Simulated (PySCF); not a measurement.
**C3H11NSi (SMILES CC(C)[NH+][SiH3]) (charge +1, doublet): density, localisation and related maps**

Input

```
{"job": {"kind": "epr", "basis": "pcH-1"}, "charge": 1, "multiplicity": 2}
C     -1.605805     1.060697    -0.292238
C     -0.482934     0.221520     0.275614
C     -0.867949    -1.286054     0.339516
N      0.733723     0.381543    -0.417746
Si     2.364798    -0.097920     0.044972
H     -1.339362     2.116730    -0.280200
H     -1.825662     0.782792    -1.322458
H     -2.512940     0.928951     0.290483
H     -0.301950     0.486646     1.331741
H     -1.763825    -1.393811     0.943235
H     -0.067054    -1.873504     0.778071
H     -1.062134    -1.641418    -0.669181
H      0.619591     0.830799    -1.320796
H      2.752096    -1.021479    -1.029570
H      2.252260    -0.655899     1.384896
H      3.099548     1.169351    -0.067753
```

Command:

```sh
OMP_NUM_THREADS=1 python probes_run.py task.json out
```

Geometry: GFN2-xTB.

Method: UKS B3LYP, pcH-1 on C H N Si, non-relativistic, mean-field spin-orbit, GIAO (PySCF 2.14.0, density-fitted response routines).

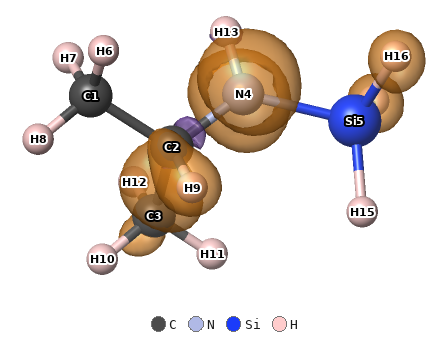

Figure 1. Isosurfaces of the spin density (α minus β) at +0.03 (orange) and −0.03 e/Å³ (purple), seen at a tilt.

Which atoms carry the spin?

The unpaired spin (1 electron) lies mostly on N4 (about 0.6), C3 (about 0.1) and C2 (about 0.1), in electrons by Hirshfeld's partition.

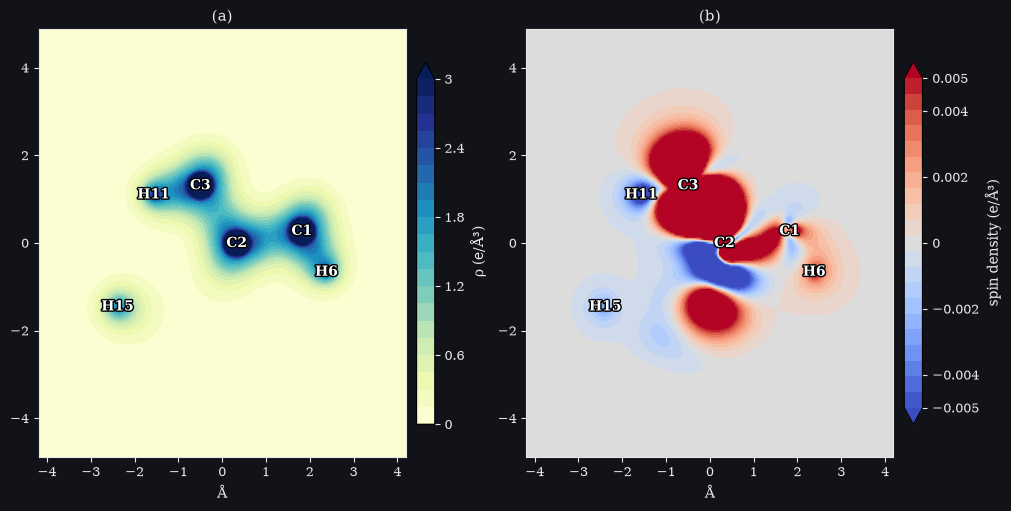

Figure 2. (a) electron density; (b) spin density (α minus β) on the plane of atoms C1, C2 and C3.

Describe what can be read from this map.

- The section cuts through C and H sites.
- C–C (1.51 Å): ρ at the midpoint is about 1.7 e/Å³.
- C–C (1.56 Å): the density is about 1.5 e/Å³ at the midpoint.
- C–H (1.09 Å): ρ at the midpoint is about 2 e/Å³.
